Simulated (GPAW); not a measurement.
**Geometry relaxation of SiNH₃ (part 2 of 5)**

The same run, continued: SiNH₃; LDA (PW92)/plane waves, scalar-relativistic datasets (GPAW 26.7.0). The geometry comes from this level: GFN2-xTB.

Geometry of the input (Å):
```
N  -0.2987  -0.4693  0.1229
Si 0.0054  1.1950  0.3897
H  0.1891  -1.0675  -0.5292
H  -1.0095  -0.9776  0.6207
H  1.1137  1.3194  -0.6042
```

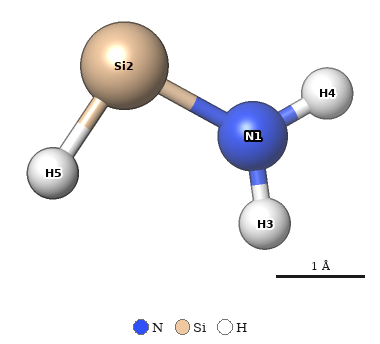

*The input geometry (ball-and-stick view, seen at a tilt; atoms are numbered from 1 in the order of the input).*

Output, continued
```
Force computation time: 1.587  # s
FIRE2:    1 00:00:44      -24.297405        0.674838
           .---------------------------------------.
          /|                                       |
         / |                                       |
        /  |                                       |
       /   |                                       |
      /    |                                       |
     /     |                                       |
    /      |                                       |
   /       |                                       |
  /        |                                       |
 *         |                                       |
 |         |                                       |
 |         |                                       |
 |         |              Si                       |
 |         |           H                           |
 |         |             N   H                     |
 |         |              H                        |
 |         |                                       |
 |         |                                       |
 |         .---------------------------------------.
 |        /                                       /
 |       /                                       /
 |      /                                       /
 |     /                                       /
 |    /                                       /
 |   /                                       /
 |  /                                       /
 | /                                       /
 |/                                       /
 *---------------------------------------*

Atoms  # Å, Bohr magnetons
|   | symbol |        x |        y |        z |    initial magnetic moments |
|---|--------|----------|----------|----------|-----------------------------|
| 0 |      N | 7.718542 | 7.607959 | 7.723651 | ( 0.0000,  0.0000,  0.0000) |
| 1 |     Si | 7.995496 | 9.264720 | 8.012790 | ( 0.0000,  0.0000,  0.0000) |
| 2 |      H | 8.205166 | 6.994754 | 7.067073 | ( 0.0000,  0.0000,  0.0000) |
| 3 |      H | 6.990966 | 7.087516 | 8.232496 | ( 0.0000,  0.0000,  0.0000) |
| 4 |      H | 9.137486 | 9.382687 | 6.985217 | ( 0.0000,  0.0000,  0.0000) |

Unit cell  # Å
| periodic |         x |         y |         z |   lengths |    angles |
|----------|-----------|-----------|-----------|-----------|-----------|
|       no | 16.123170 |  0.000000 |  0.000000 | 16.123170 | 90.000000 |
|       no |  0.000000 | 16.386900 |  0.000000 | 16.386900 | 90.000000 |
|       no |  0.000000 |  0.000000 | 15.224910 | 15.224910 | 90.000000 |

Initialization done in: 1.428 s

convergence criteria:
- Maximum [total energy] change in last 3 cyles: 0.0005 eV / valence electron
- Maximum integral of absolute [dens]ity change: 0.0001 electrons / valence electron
- Maximum integral of absolute [eigenst]ate change: 4e-08 eV^2 / valence electron
maximum number of iterations: 60

SCF iterations
|iter     |     time |      energy | eigst |  dens |
|---------|----------|-------------|-------|-------|
|iter:   1| 00:00:46 |  -24.314393 | -2.63 |       |
|iter:   2| 00:00:48 |  -24.313219 | -4.22 | -2.10 |
|iter:   3| 00:00:50 |  -24.308478c| -3.37 | -2.14 |
|iter:   4| 00:00:53 |  -24.307277c| -4.15 | -2.46 |
|iter:   5| 00:00:55 |  -24.307079c| -4.75 | -2.81 |
|iter:   6| 00:00:57 |  -24.307059c| -5.82 | -3.07 |
|iter:   7| 00:00:59 |  -24.307058c| -7.10 | -3.64 |
|iter:   8| 00:01:01 |  -24.307058c| -7.42c| -4.27c|

Converged in 8 steps
SCF loop duration: 15.908 s (1.989 s/step)
Energy contributions relative to reference atoms: (reference = -9365.974501)

Energy contributions:
  Kinetic:          24.278383
  Coulomb:         -26.518526
  Zero:             -0.013167
  External:          0.000000
  Xc:              -22.053749
  Entropy:           0.000000
  Spinorbit:         0.000000
  ----------------------------
  Free energy:     -24.307058
  Extrapolated:    -24.307058

dipole moment: (-0.052618, -0.435413, -0.094013)  # |e|*Ang

Fermi level: -3.881
Eigenvalues  # (at kpt = [0.000, 0.000, 0.000])
| band index |      eig [eV] | occ [0-2] |
|------------|---------------|-----------|
|          0 |       -21.307 |     2.000 |
|          1 |       -12.849 |     2.000 |
|          2 |       -12.431 |     2.000 |
|          3 |        -8.710 |     2.000 |
|          4 |        -7.397 |     2.000 |
|          5 |        -5.275 |     2.000 |
|          6 |        -2.486 |     0.000 |
|          7 |        -0.980 |     0.000 |
|          8 |        -0.054 |     0.000 |
|          9 |         0.189 |     0.000 |
|         10 |         0.273 |     0.000 |

Gap: 2.789 eV
Transition (v -> c):
  (s=0, k=0, n=5, [0.00, 0.00, 0.00]) -> (s=0, k=0, n=6, [0.00, 0.00, 0.00])
No difference between direct/indirect transitions
vacuum-level: 0.085  # V

Forces  # eV/Ang
|        x |        y |        z |
|----------|----------|----------|
| -0.23465 | -0.44734 |  0.08452 |  # N    0
| -0.07141 |  0.17452 |  0.12398 |  # Si   1
|  0.03430 |  0.10570 |  0.00220 |  # H    2
|  0.24291 |  0.25621 | -0.14395 |  # H    3
|  0.03105 | -0.08687 | -0.05825 |  # H    4

Force computation time: 1.709  # s
FIRE2:    2 00:01:03      -24.307058        0.512169
           .---------------------------------------.
          /|                                       |
         / |                                       |
        /  |                                       |
       /   |                                       |
      /    |                                       |
     /     |                                       |
    /      |                                       |
   /       |                                       |
  /        |                                       |
 *         |                                       |
 |         |                                       |
 |         |                                       |
 |         |              Si                       |
 |         |           H                           |
 |         |             N   H                     |
 |         |              H                        |
 |         |                                       |
 |         |                                       |
 |         .---------------------------------------.
 |        /                                       /
 |       /                                       /
 |      /                                       /
 |     /                                       /
 |    /                                       /
 |   /                                       /
 |  /                                       /
 | /                                       /
 |/                                       /
 *---------------------------------------*

Atoms  # Å, Bohr magnetons
|   | symbol |        x |        y |        z |    initial magnetic moments |
|---|--------|----------|----------|----------|-----------------------------|
| 0 |      N | 7.717658 | 7.606939 | 7.724051 | ( 0.0000,  0.0000,  0.0000) |
| 1 |     Si | 7.998522 | 9.264197 | 8.009794 | ( 0.0000,  0.0000,  0.0000) |
| 2 |      H | 8.204128 | 6.995494 | 7.068293 | ( 0.0000,  0.0000,  0.0000) |
| 3 |      H | 6.992069 | 7.087629 | 8.231511 | ( 0.0000,  0.0000,  0.0000) |
| 4 |      H | 9.135259 | 9.383385 | 6.987531 | ( 0.0000,  0.0000,  0.0000) |

Unit cell  # Å
| periodic |         x |         y |         z |   lengths |    angles |
|----------|-----------|-----------|-----------|-----------|-----------|
|       no | 16.123170 |  0.000000 |  0.000000 | 16.123170 | 90.000000 |
|       no |  0.000000 | 16.386900 |  0.000000 | 16.386900 | 90.000000 |
|       no |  0.000000 |  0.000000 | 15.224910 | 15.224910 | 90.000000 |

Initialization done in: 1.459 s

convergence criteria:
- Maximum [total energy] change in last 3 cyles: 0.0005 eV / valence electron
- Maximum integral of absolute [dens]ity change: 0.0001 electrons / valence electron
- Maximum integral of absolute [eigenst]ate change: 4e-08 eV^2 / valence electron
maximum number of iterations: 60

SCF iterations
|iter     |     time |      energy | eigst |  dens |
|---------|----------|-------------|-------|-------|
|iter:   1| 00:01:05 |  -24.307106c| -3.85 |       |
|iter:   2| 00:01:07 |  -24.307033c| -5.43 | -2.70 |
|iter:   3| 00:01:10 |  -24.306736c| -4.54 | -2.75 |
|iter:   4| 00:01:12 |  -24.306667c| -5.33 | -3.07 |
|iter:   5| 00:01:14 |  -24.306655c| -5.95 | -3.42 |
|iter:   6| 00:01:16 |  -24.306654c| -7.06 | -3.69 |
|iter:   7| 00:01:18 |  -24.306654c| -7.56c| -4.25c|

Converged in 7 steps
SCF loop duration: 13.682 s (1.955 s/step)
Energy contributions relative to reference atoms: (reference = -9365.974501)

Energy contributions:
  Kinetic:          24.626660
  Coulomb:         -26.781612
  Zero:             -0.013171
  External:          0.000000
  Xc:              -22.138530
  Entropy:           0.000000
  Spinorbit:         0.000000
  ----------------------------
  Free energy:     -24.306654
  Extrapolated:    -24.306654

dipole moment: (-0.049506, -0.436021, -0.097809)  # |e|*Ang

Fermi level: -3.877
Eigenvalues  # (at kpt = [0.000, 0.000, 0.000])
| band index |      eig [eV] | occ [0-2] |
|------------|---------------|-----------|
|          0 |       -21.319 |     2.000 |
|          1 |       -12.858 |     2.000 |
|          2 |       -12.445 |     2.000 |
|          3 |        -8.738 |     2.000 |
|          4 |        -7.397 |     2.000 |
|          5 |        -5.266 |     2.000 |
|          6 |        -2.487 |     0.000 |
|          7 |        -0.972 |     0.000 |
|          8 |        -0.055 |     0.000 |
|          9 |         0.194 |     0.000 |
|         10 |         0.277 |     0.000 |

Gap: 2.778 eV
Transition (v -> c):
  (s=0, k=0, n=5, [0.00, 0.00, 0.00]) -> (s=0, k=0, n=6, [0.00, 0.00, 0.00])
No difference between direct/indirect transitions
vacuum-level: 0.085  # V

Forces  # eV/Ang
|        x |        y |        z |
|----------|----------|----------|
| -0.17137 | -0.34077 |  0.06140 |  # N    0
| -0.16331 |  0.16695 |  0.20728 |  # Si   1
|  0.06560 |  0.05823 | -0.04282 |  # H    2
|  0.16787 |  0.21196 | -0.08851 |  # H    3
|  0.10339 | -0.09591 | -0.12881 |  # H    4

Force computation time: 1.672  # s
           .---------------------------------------.
          /|                                       |
         / |                                       |
        /  |                                       |
       /   |                                       |
      /    |                                       |
     /     |                                       |
    /      |                                       |
   /       |                                       |
  /        |                                       |
 *         |                                       |
 |         |                                       |
 |         |                                       |
 |         |              Si                       |
 |         |           H                           |
 |         |             N   H                     |
 |         |              H                        |
 |         |                                       |
 |         |                                       |
 |         .---------------------------------------.
 |        /                                       /
 |       /                                       /
 |      /                                       /
 |     /                                       /
 |    /                                       /
 |   /                                       /
 |  /                                       /
 | /                                       /
 |/                                       /
 *---------------------------------------*

Atoms  # Å, Bohr magnetons
|   | symbol |        x |        y |        z |    initial magnetic moments |
|---|--------|----------|----------|----------|-----------------------------|
| 0 |      N | 7.717230 | 7.606087 | 7.724204 | ( 0.0000,  0.0000,  0.0000) |
| 1 |     Si | 7.998114 | 9.264614 | 8.010313 | ( 0.0000,  0.0000,  0.0000) |
| 2 |      H | 8.204292 | 6.995639 | 7.068186 | ( 0.0000,  0.0000,  0.0000) |
| 3 |      H | 6.992489 | 7.088159 | 8.231290 | ( 0.0000,  0.0000,  0.0000) |
| 4 |      H | 9.135518 | 9.383145 | 6.987209 | ( 0.0000,  0.0000,  0.0000) |

Unit cell  # Å
| periodic |         x |         y |         z |   lengths |    angles |
|----------|-----------|-----------|-----------|-----------|-----------|
|       no | 16.123170 |  0.000000 |  0.000000 | 16.123170 | 90.000000 |
|       no |  0.000000 | 16.386900 |  0.000000 | 16.386900 | 90.000000 |
|       no |  0.000000 |  0.000000 | 15.224910 | 15.224910 | 90.000000 |

Initialization done in: 1.467 s

convergence criteria:
- Maximum [total energy] change in last 3 cyles: 0.0005 eV / valence electron
- Maximum integral of absolute [dens]ity change: 0.0001 electrons / valence electron
- Maximum integral of absolute [eigenst]ate change: 4e-08 eV^2 / valence electron
maximum number of iterations: 60

SCF iterations
|iter     |     time |      energy | eigst |  dens |
|---------|----------|-------------|-------|-------|
|iter:   1| 00:01:22 |  -24.307546c| -4.69 |       |
|iter:   2| 00:01:24 |  -24.307538c| -6.33 | -3.13 |
|iter:   3| 00:01:27 |  -24.307510c| -5.51 | -3.19 |
|iter:   4| 00:01:29 |  -24.307509c| -6.36 | -3.80 |
|iter:   5| 00:01:31 |  -24.307509c| -7.45c| -4.16c|

Converged in 5 steps
SCF loop duration: 9.640 s (1.928 s/step)
Energy contributions relative to reference atoms: (reference = -9365.974501)

Energy contributions:
  Kinetic:          24.592857
  Coulomb:         -26.752113
  Zero:             -0.013027
  External:          0.000000
  Xc:              -22.135226
  Entropy:           0.000000
  Spinorbit:         0.000000
  ----------------------------
  Free energy:     -24.307509
  Extrapolated:    -24.307509

dipole moment: (-0.049042, -0.434008, -0.096770)  # |e|*Ang

Fermi level: -3.880
Eigenvalues  # (at kpt = [0.000, 0.000, 0.000])
| band index |      eig [eV] | occ [0-2] |
|------------|---------------|-----------|
|          0 |       -21.320 |     2.000 |
|          1 |       -12.853 |     2.000 |
|          2 |       -12.451 |     2.000 |
|          3 |        -8.735 |     2.000 |
|          4 |        -7.393 |     2.000 |
|          5 |        -5.270 |     2.000 |
|          6 |        -2.491 |     0.000 |
|          7 |        -0.971 |     0.000 |
|          8 |        -0.055 |     0.000 |
|          9 |         0.195 |     0.000 |
|         10 |         0.277 |     0.000 |

Gap: 2.779 eV
Transition (v -> c):
  (s=0, k=0, n=5, [0.00, 0.00, 0.00]) -> (s=0, k=0, n=6, [0.00, 0.00, 0.00])
No difference between direct/indirect transitions
vacuum-level: 0.085  # V

Forces  # eV/Ang
|        x |        y |        z |
|----------|----------|----------|
| -0.12738 | -0.26989 |  0.04382 |  # N    0
| -0.15645 |  0.13317 |  0.18973 |  # Si   1
|  0.06526 |  0.05325 | -0.04408 |  # H    2
|  0.12742 |  0.17766 | -0.06193 |  # H    3
|  0.09287 | -0.09578 | -0.11894 |  # H    4
```
